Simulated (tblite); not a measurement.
## Run report: C8H20N2Si3, geometry relaxation (part 2 of 3)

C8H20N2Si3, SMILES C=C[Si@@H](N[Si@H](C)C=C)N[Si@@H](C)C=C; GFN2-xTB geometry optimisation, gas phase (tblite 0.8.0). The run did not end well. The run did not end well; see the last part.

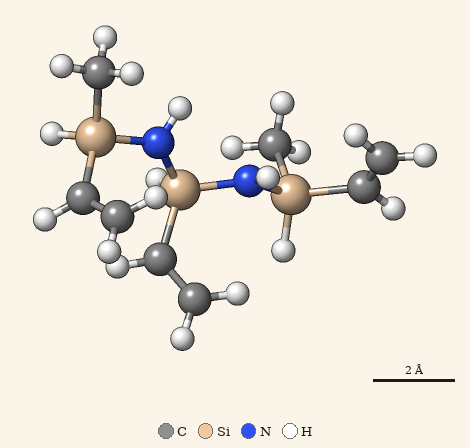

The geometry at step 170 of the log (ball-and-stick view, seen at a tilt).

What the program printed, continued:
```
493   -1042.51042    0.046
494   -1042.51074    0.029
495   -1042.51102    0.030
496   -1042.51132    0.037
497   -1042.51163    0.031
498   -1042.51193    0.031
499   -1042.51218    0.028
500   -1042.51240    0.030
501   -1042.51264    0.032
502   -1042.51293    0.039
503   -1042.51325    0.034
504   -1042.51362    0.036
505   -1042.51406    0.038
506   -1042.51439    0.045
507   -1042.51482    0.042
508   -1042.51525    0.044
509   -1042.51560    0.050
510   -1042.51586    0.049
511   -1042.51618    0.037
512   -1042.51648    0.034
513   -1042.51669    0.026
514   -1042.51694    0.024
515   -1042.51712    0.026
516   -1042.51726    0.022
517   -1042.51740    0.022
518   -1042.51757    0.021
519   -1042.51774    0.024
520   -1042.51794    0.023
521   -1042.51815    0.033
522   -1042.51837    0.030
523   -1042.51858    0.033
524   -1042.51877    0.026
525   -1042.51896    0.026
526   -1042.51922    0.030
527   -1042.51949    0.039
528   -1042.51973    0.040
529   -1042.51997    0.028
530   -1042.52029    0.036
531   -1042.52075    0.046
532   -1042.52128    0.059
533   -1042.52179    0.058
534   -1042.52226    0.041
535   -1042.52273    0.045
536   -1042.52315    0.049
537   -1042.52353    0.044
538   -1042.52381    0.028
539   -1042.52404    0.028
540   -1042.52426    0.030
541   -1042.52460    0.042
542   -1042.52486    0.033
543   -1042.52508    0.030
544   -1042.52526    0.032
545   -1042.52545    0.038
546   -1042.52565    0.034
547   -1042.52587    0.040
548   -1042.52611    0.037
549   -1042.52629    0.023
550   -1042.52641    0.023
551   -1042.52652    0.022
552   -1042.52666    0.025
553   -1042.52680    0.028
554   -1042.52693    0.021
555   -1042.52706    0.022
556   -1042.52720    0.022
557   -1042.52737    0.032
558   -1042.52757    0.037
559   -1042.52777    0.032
560   -1042.52796    0.028
561   -1042.52812    0.022
562   -1042.52823    0.024
563   -1042.52834    0.022
564   -1042.52848    0.032
565   -1042.52862    0.029
566   -1042.52875    0.018
567   -1042.52886    0.020
568   -1042.52894    0.020
569   -1042.52901    0.020
570   -1042.52908    0.017
571   -1042.52914    0.016
572   -1042.52920    0.019
573   -1042.52927    0.020
574   -1042.52933    0.015
575   -1042.52938    0.014
576   -1042.52943    0.012
577   -1042.52948    0.015
578   -1042.52954    0.017
579   -1042.52961    0.017
580   -1042.52968    0.015
581   -1042.52972    0.012
582   -1042.52977    0.013
583   -1042.52982    0.014
584   -1042.52988    0.018
585   -1042.52993    0.018
586   -1042.52998    0.014
587   -1042.53004    0.014
588   -1042.53010    0.015
589   -1042.53016    0.015
590   -1042.53021    0.014
591   -1042.53025    0.015
592   -1042.53029    0.019
593   -1042.53035    0.022
594   -1042.53040    0.019
595   -1042.53046    0.013
596   -1042.53051    0.013
597   -1042.53057    0.020
598   -1042.53065    0.024
599   -1042.53073    0.020
600   -1042.53080    0.015
601   -1042.53086    0.017
602   -1042.53094    0.025
603   -1042.53105    0.024
604   -1042.53117    0.021
605   -1042.53125    0.021
606   -1042.53132    0.019
607   -1042.53142    0.027
608   -1042.53156    0.029
609   -1042.53175    0.027
610   -1042.53192    0.030
611   -1042.53202    0.020
612   -1042.53210    0.016
613   -1042.53217    0.016
614   -1042.53226    0.017
615   -1042.53231    0.018
616   -1042.53235    0.017
617   -1042.53240    0.018
618   -1042.53248    0.016
619   -1042.53257    0.020
620   -1042.53268    0.019
621   -1042.53277    0.018
622   -1042.53287    0.019
623   -1042.53297    0.026
624   -1042.53308    0.027
```

Trajectory as extended XYZ (Å, eV, eV/Å), 12 frames, from step=0 to step=624:
```
33
Properties=species:S:1:pos:R:3:forces:R:3 step=0 energy=-1041.23550
C    -1.1241   -2.6726   -0.7050   -0.3090   1.2030  -0.7950
C    -1.1682   -1.4466   -1.2719   -0.1040  -2.2150   0.3900
Si   -0.2573    0.0266   -0.6994   -0.1590   0.8940  -1.5530
N    -0.7673    0.5354    0.8133   -0.2520  -0.5230   2.0430
Si   -2.2925    1.2651    0.8198   -0.7780   1.1650  -0.7460
C    -2.3327    2.6373    2.0613    0.1940   1.0020   1.0860
C    -3.5578   -0.0047    1.2042   -0.4700  -1.2230   1.3580
C    -3.5802   -0.7901    2.2962   -0.5960   0.3430  -1.2310
N     1.3050   -0.3638   -0.2419    0.9270  -0.0280   1.1410
Si    2.3890   -0.3172   -1.5295    0.6840  -0.7410  -1.3800
C     2.8685    1.4135   -2.0020    0.4640   1.0500  -0.2400
C     3.8808   -1.2647   -0.9987    1.2160  -0.2140   1.1820
C     4.5816   -1.0751    0.1356   -0.3760  -0.5290  -1.2280
H    -1.7052   -3.4889   -1.1264    0.1660   0.1030   0.2420
H    -0.5313   -2.8779    0.1754   -0.0490   0.0440  -0.2210
H    -1.7763   -1.2864   -2.1313   -0.4520  -0.2200  -0.4890
H    -0.2828    1.1684   -1.6428   -0.2580  -0.2170   0.1090
H    -0.7900   -0.3009    1.4142    0.2600   0.7230  -0.0760
H    -2.5942    1.8486   -0.5112    0.0080  -0.1180   0.1890
H    -2.1090    2.2662    3.0766   -0.1540   0.2470  -0.4570
H    -3.3126    3.1278    2.0914    0.3370  -0.1860   0.0290
H    -1.5852    3.4079    1.8279   -0.2870  -0.2500   0.1320
H    -4.3316   -0.0899    0.4709   -0.4710  -0.3040  -0.0890
H    -2.8370   -0.7527    3.0704    0.0770   0.0880  -0.0090
H    -4.3816   -1.5173    2.4278    0.2930   0.1580   0.0910
H     1.5655    0.2972    0.4812    0.2260  -0.3810   0.1940
H     1.8236   -1.0133   -2.7055   -0.0600   0.0660   0.1780
H     3.6470    1.4105   -2.7684   -0.1470   0.0830   0.1360
H     3.2652    1.9651   -1.1400   -0.1030  -0.1380  -0.2660
H     2.0231    1.9789   -2.3887    0.0790  -0.0170   0.0240
H     4.1845   -2.0367   -1.6989    0.2320   0.0390   0.2770
H     4.3188   -0.3189    0.8621    0.0370  -0.1580  -0.1590
H     5.4475   -1.6989    0.3450   -0.1740   0.2550   0.1370
33
Properties=species:S:1:pos:R:3:forces:R:3 step=56 energy=-1042.28587
C    -1.0934   -2.7020   -0.8150    0.0300   0.0050  -0.0080
C    -1.2233   -1.5044   -1.3632   -0.0280   0.0360  -0.0020
Si   -0.3198    0.0581   -0.8031    0.0080   0.0300   0.0120
N    -0.9965    0.6973    0.6581    0.0660  -0.0050   0.0660
Si   -2.5817    1.3504    0.9090    0.0240  -0.0020  -0.0070
C    -2.4979    2.6391    2.3061   -0.0090   0.0130   0.0010
C    -3.8740    0.0353    1.3511    0.0460  -0.0190  -0.0350
C    -3.7864   -0.8089    2.3679   -0.0130   0.0270   0.0280
N     1.3564   -0.2321   -0.4676   -0.0050  -0.0130   0.0280
Si    2.6073   -0.3614   -1.6608   -0.0240   0.0410  -0.0100
C     3.1468    1.3832   -2.2007    0.0230  -0.0070  -0.0140
C     4.1105   -1.2831   -0.9784   -0.0280  -0.0070   0.0130
C     4.6864   -1.0824    0.1955    0.0210   0.0380   0.0160
H    -1.6267   -3.5747   -1.1667    0.0060   0.0390   0.0190
H    -0.4269   -2.8641    0.0176   -0.0080  -0.0240  -0.0090
H    -1.9013   -1.3944   -2.2004   -0.0430  -0.0430  -0.0090
H    -0.4095    1.0696   -1.8626    0.0340  -0.0240   0.0220
H    -0.3883    0.6704    1.4604   -0.0510   0.0320  -0.0050
H    -2.9586    1.9728   -0.3666   -0.0360   0.0000   0.0060
H    -2.2765    2.1895    3.2701   -0.0160  -0.0190  -0.0240
H    -3.4539    3.1457    2.3937    0.0010   0.0010   0.0460
H    -1.7443    3.3966    2.1150    0.0140  -0.0260  -0.0310
H    -4.7475   -0.0256    0.7107    0.0170  -0.0290   0.0440
H    -2.9449   -0.7965    3.0450   -0.0200  -0.0040  -0.0540
H    -4.5464   -1.5458    2.5906    0.0300   0.0260  -0.0340
H     1.5812   -0.5177    0.4716    0.0210  -0.0050  -0.0750
H     2.0760   -1.1187   -2.8077    0.0260   0.0070   0.0180
H     3.8850    1.3303   -2.9954    0.0000   0.0280  -0.0180
H     3.5956    1.9315   -1.3761   -0.0190  -0.0140  -0.0090
H     2.3054    1.9660   -2.5636    0.0040  -0.0470   0.0170
H     4.5509   -2.0199   -1.6394   -0.0030  -0.0160   0.0350
H     4.3164   -0.3487    0.8942   -0.0570  -0.0070   0.0040
H     5.5629   -1.6236    0.5227   -0.0110  -0.0130  -0.0280
33
Properties=species:S:1:pos:R:3:forces:R:3 step=113 energy=-1042.40645
C    -1.1202   -2.5643   -0.9508   -0.0150  -0.1110  -0.0090
C    -1.4892   -1.3010   -1.0710    0.0000   0.0230  -0.0250
Si   -0.3374    0.1734   -0.8874   -0.0090   0.0070  -0.0130
N    -0.8727    1.0529    0.5103   -0.0010   0.0150  -0.0110
Si   -2.5051    1.4796    0.9140   -0.0280   0.0160   0.0030
C    -2.4648    2.5424    2.4878    0.0070  -0.0030  -0.0100
C    -3.5498   -0.0761    1.1637    0.0040  -0.0270  -0.0010
C    -3.3886   -0.9756    2.1215    0.0030   0.0320   0.0240
N     1.2969   -0.3109   -0.5755   -0.0100   0.0030   0.0300
Si    2.6167   -0.4966   -1.6806   -0.0300  -0.0300  -0.0290
C     3.0727    1.2174   -2.3535    0.0060  -0.0170  -0.0070
C     4.0481   -1.2651   -0.7164    0.0280  -0.0050   0.0340
C     4.3457   -1.0057    0.5464    0.0220   0.0350   0.0500
H    -1.8102   -3.3911   -1.0359   -0.0280   0.0090  -0.0210
H    -0.0952   -2.8389   -0.7630    0.0580   0.0320   0.0100
H    -2.5300   -1.0883   -1.2692   -0.0450   0.0100   0.0000
H    -0.3367    0.9943   -2.1063    0.0260  -0.0170   0.0260
H    -0.1580    1.6122    0.9473    0.0040  -0.0060   0.0120
H    -3.1203    2.2584   -0.1815    0.0070  -0.0250   0.0020
H    -2.1000    1.9881    3.3469   -0.0100  -0.0090  -0.0090
H    -3.4625    2.8989    2.7239    0.0240  -0.0180   0.0220
H    -1.8285    3.4127    2.3616    0.0040   0.0040  -0.0040
H    -4.3527   -0.2385    0.4544   -0.0340   0.0120   0.0060
H    -2.6101   -0.8848    2.8616    0.0170   0.0250  -0.0070
H    -4.0237   -1.8445    2.2246    0.0240   0.0120  -0.0410
H     1.3816   -0.8770    0.2530    0.0080   0.0100   0.0860
H     2.2628   -1.4020   -2.7901    0.0130  -0.0120  -0.0160
H     3.7865    1.1451   -3.1678    0.0200   0.0210  -0.0010
H     3.5131    1.8363   -1.5771   -0.0120   0.0270  -0.0300
H     2.1889    1.7234   -2.7275    0.0160   0.0140   0.0110
H     4.6780   -1.9710   -1.2421   -0.0160  -0.0220  -0.0530
H     3.7750   -0.2979    1.1273   -0.0260  -0.0360   0.0030
H     5.1727   -1.4741    1.0634   -0.0270   0.0320  -0.0330
33
Properties=species:S:1:pos:R:3:forces:R:3 step=170 energy=-1042.43633
C    -1.0478   -2.5747   -1.1373   -0.0070   0.0060   0.0020
C    -1.4805   -1.3245   -1.1189   -0.0010  -0.0030  -0.0080
Si   -0.3731    0.1731   -0.8581   -0.0030  -0.0160   0.0060
N    -0.9425    1.0484    0.5256    0.0300   0.0070   0.0030
Si   -2.5605    1.5207    0.9299    0.0010  -0.0270  -0.0330
C    -2.4124    2.5818    2.4970   -0.0080   0.0160   0.0220
C    -3.6215   -0.0138    1.2267   -0.0050  -0.0130   0.0100
C    -3.2890   -1.0067    2.0360    0.0060   0.0010   0.0160
N     1.2669   -0.2469   -0.4853   -0.0080   0.0230   0.0120
Si    2.5704   -0.5258   -1.5894   -0.0380  -0.0130   0.0080
C     3.0124    1.1257   -2.4220    0.0040  -0.0240  -0.0030
C     4.0516   -1.2040   -0.6329   -0.0140   0.0040  -0.0190
C     4.3061   -1.0523    0.6566   -0.0020  -0.0080  -0.0190
H    -1.7020   -3.4211   -1.2905    0.0160   0.0060   0.0000
H    -0.0017   -2.8017   -0.9975   -0.0300  -0.0060  -0.0080
H    -2.5368   -1.1368   -1.2675    0.0120  -0.0150   0.0200
H    -0.3503    1.0054   -2.0672    0.0250   0.0010  -0.0240
H    -0.2211    1.5999    0.9618   -0.0030   0.0160   0.0400
H    -3.1716    2.2994   -0.1626   -0.0200   0.0040  -0.0160
H    -1.9362    2.0341    3.3034    0.0040  -0.0260   0.0270
H    -3.3865    2.9007    2.8488   -0.0470  -0.0020   0.0090
H    -1.8249    3.4751    2.3142    0.0210   0.0260  -0.0190
H    -4.5683   -0.0856    0.7038    0.0070   0.0390  -0.0090
H    -2.3619   -0.9951    2.5854    0.0130  -0.0190  -0.0070
H    -3.9161   -1.8733    2.1897    0.0170   0.0050  -0.0070
H     1.3935   -0.6160    0.4436    0.0120  -0.0180  -0.0210
H     2.1863   -1.5228   -2.6108    0.0210   0.0310   0.0210
H     3.8024    1.0064   -3.1566    0.0140  -0.0070  -0.0090
H     3.3471    1.8590   -1.6934   -0.0100  -0.0090  -0.0090
H     2.1461    1.5365   -2.9304    0.0050  -0.0010   0.0090
H     4.7698   -1.7613   -1.2229    0.0040   0.0170   0.0000
H     3.6435   -0.5093    1.3126    0.0030  -0.0050  -0.0320
H     5.1918   -1.4624    1.1202   -0.0180   0.0110   0.0380
33
Properties=species:S:1:pos:R:3:forces:R:3 step=226 energy=-1042.47671
C    -1.0417   -2.4700   -1.3313   -0.0010   0.0020   0.0000
C    -1.4704   -1.2381   -1.1081    0.0040  -0.0050   0.0060
Si   -0.3458    0.2378   -0.7878   -0.0090   0.0000  -0.0110
N    -0.9182    1.0596    0.6275   -0.0060  -0.0190  -0.0020
Si   -2.5453    1.5216    0.9998    0.0080   0.0060   0.0320
C    -2.4599    2.7036    2.4849    0.0040   0.0210   0.0110
C    -3.5891    0.0252    1.4790   -0.0100  -0.0150   0.0000
C    -3.1120   -1.1770    1.7581    0.0080  -0.0100  -0.0010
N     1.2910   -0.2033   -0.4249   -0.0070   0.0010   0.0070
Si    2.5774   -0.5749   -1.5199    0.0170   0.0110   0.0250
C     2.9401    0.9525   -2.5874    0.0030   0.0060  -0.0010
C     4.0912   -1.0679   -0.5039    0.0080   0.0060   0.0030
C     4.1837   -1.0938    0.8155    0.0040  -0.0010  -0.0060
H    -1.7097   -3.3026   -1.4996    0.0100   0.0070  -0.0160
H     0.0130   -2.6967   -1.3529   -0.0140  -0.0070   0.0110
H    -2.5383   -1.0576   -1.0923    0.0180   0.0110  -0.0150
H    -0.3055    1.1146   -1.9648    0.0150   0.0020  -0.0060
H    -0.2038    1.5462    1.1442    0.0000  -0.0020  -0.0130
H    -3.1655    2.1722   -0.1685   -0.0090   0.0090   0.0060
H    -1.9589    2.2392    3.3297   -0.0060   0.0110  -0.0030
H    -3.4549    2.9869    2.8114    0.0010   0.0000  -0.0090
H    -1.9238    3.6150    2.2400    0.0030   0.0020  -0.0050
H    -4.6611    0.1775    1.5407   -0.0030  -0.0020  -0.0020
H    -2.0545   -1.3815    1.7070   -0.0140  -0.0040  -0.0060
H    -3.7440   -2.0092    2.0320    0.0080  -0.0040   0.0160
H     1.4157   -0.5675    0.5063   -0.0140  -0.0050  -0.0140
H     2.2410   -1.7119   -2.3997   -0.0050  -0.0140  -0.0230
H     3.7983    0.7991   -3.2344    0.0050  -0.0280   0.0080
H     3.1403    1.8269   -1.9754   -0.0070   0.0000   0.0040
H     2.0890    1.1808   -3.2204   -0.0010   0.0060   0.0090
H     4.9629   -1.3696   -1.0734   -0.0200   0.0070  -0.0050
H     3.3595   -0.8036    1.4491    0.0320  -0.0110  -0.0070
H     5.0822   -1.4015    1.3313   -0.0210   0.0190   0.0040
33
Properties=species:S:1:pos:R:3:forces:R:3 step=283 energy=-1042.48724
C    -1.1159   -2.4012   -1.4125   -0.0020  -0.0040  -0.0030
C    -1.5006   -1.1475   -1.2366   -0.0020  -0.0080   0.0030
Si   -0.3384    0.2682   -0.8052    0.0100  -0.0040   0.0010
N    -0.9286    1.0415    0.6286    0.0110   0.0030  -0.0010
Si   -2.5553    1.4781    1.0330    0.0050  -0.0050   0.0030
C    -2.4708    2.7524    2.4400   -0.0010   0.0080   0.0050
C    -3.5335   -0.0247    1.6226   -0.0060  -0.0070   0.0040
C    -3.0424   -1.2462    1.7572    0.0070  -0.0020  -0.0010
N     1.2669   -0.2581   -0.4112    0.0060  -0.0070   0.0000
Si    2.5721   -0.6250   -1.4856   -0.0050   0.0050  -0.0100
C     2.9267    0.8940   -2.5654   -0.0010  -0.0020  -0.0030
C     4.1036   -1.0458   -0.4660   -0.0050   0.0010   0.0070
C     4.2062   -1.0375    0.8527    0.0010   0.0000  -0.0080
H    -1.8019   -3.2007   -1.6516   -0.0100   0.0040  -0.0100
H    -0.0786   -2.6825   -1.3202    0.0020  -0.0010  -0.0030
H    -2.5522   -0.9089   -1.3353   -0.0030   0.0020   0.0020
H    -0.2168    1.1970   -1.9350   -0.0030   0.0060  -0.0040
H    -0.2134    1.4974    1.1714    0.0020   0.0090   0.0030
H    -3.2211    2.0567   -0.1478   -0.0070  -0.0060  -0.0010
H    -1.9942    2.3416    3.3251    0.0050  -0.0030   0.0030
H    -3.4666    3.0734    2.7259   -0.0100   0.0000   0.0020
H    -1.9156    3.6364    2.1434    0.0060   0.0030  -0.0080
H    -4.5739    0.1411    1.8809    0.0040  -0.0080  -0.0020
H    -2.0162   -1.4636    1.5074   -0.0120   0.0080   0.0060
H    -3.6321   -2.0811    2.1074    0.0010   0.0030  -0.0030
H     1.3385   -0.6904    0.4959    0.0030   0.0000   0.0070
H     2.2646   -1.7799   -2.3565    0.0060   0.0030   0.0050
H     3.7794    0.7258   -3.2160    0.0030   0.0000   0.0050
H     3.1383    1.7691   -1.9581   -0.0020   0.0000  -0.0110
H     2.0733    1.1255   -3.1935    0.0020   0.0020   0.0020
H     4.9855   -1.3118   -1.0368   -0.0030  -0.0030  -0.0060
H     3.3724   -0.7806    1.4862   -0.0060   0.0100   0.0010
H     5.1236   -1.2807    1.3676    0.0050  -0.0080   0.0160
```
